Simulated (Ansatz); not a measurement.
The structure below was relaxed with PBE (Ansatz, a first-principles code; PAW; 420 eV plane waves; scalar-relativistic without spin-orbit coupling), at pressure 2.1 GPa.

```xyz
10
Lattice="2.5211 1.4556 4.5221 -2.5211 1.4556 4.5221 0.0000 -2.9111 4.5221" Properties=species:S:1:pos:R:3 pbc="T T T"
Ga     0.0000     0.0000     4.8280
Ga     0.0000     0.0000     1.9551
Ga     0.0000     0.0000     8.7383
Ga     0.0000     0.0000    11.6112
O     -0.9927     1.4556     7.9137
O     -0.7642    -1.5875     7.9137
O      1.7569     0.1319     7.9137
O      0.9927    -1.4556     5.6526
O      0.7642     1.5875     5.6526
O     -1.7569    -0.1319     5.6526
```

Question: Find the space group and the Wyckoff positions.

Answer: Space group R-3c, hexagonal axes (No. 167); a = 5.042 Å, b = 5.042 Å, c = 13.566 Å, α = 90.00°, β = 90.00°, γ = 120.00°

| atom | site | symmetry | x | y | z |
|---|---|---|---|---|---|
| Ga | 12c | 3. | 0.0000 | 0.0000 | 0.1441 |
| O | 18e | .2 | 0.3031 | 0.3031 | 0.2500 |

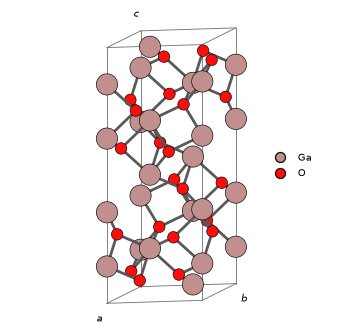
The conventional cell

Load acts through the strain it causes; cell and atoms are relaxed under it. No phonon test of stability was made. The cell was made from Ga2O3 in the corundum structure (space group R-3c, No. 167) by this change: pressure 2.1 GPa.
